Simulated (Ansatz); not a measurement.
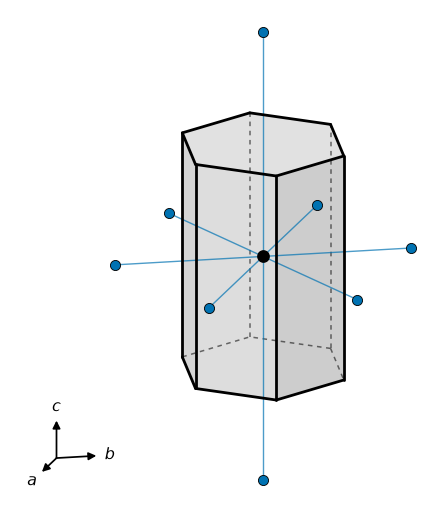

Crystal: BN, the input geometry of an electronic-structure calculation (not necessarily at equilibrium); the starting structure was generated, so it need not be a known form of this composition. The Wigner–Seitz cell of the crystal's lattice, with lines to the lattice points that define its faces. The drawing is computed from the coordinates (standard cell, symmetry found to 0.002 Å).

a = 2.491 Å, b = 2.491 Å, c = 4.001 Å, α = 90.00°, β = 90.00°, γ = 120.00°; lattice centring P.

**Describe the polyhedron.**

A hexagonal prism: 8 faces (6 with 4 edges, 2 with 6 edges), 18 edges, 12 vertices. Its volume is that of the primitive cell, 21.5 Å³.

**Which lattice vectors do the faces bisect?**

| example | length (Å) | faces | edges of each | area (Å²) |
| --- | --- | --- | --- | --- |
| a + b | 2.49 | 6 | 4 | 5.8 |
| c | 4.00 | 2 | 6 | 5.4 |
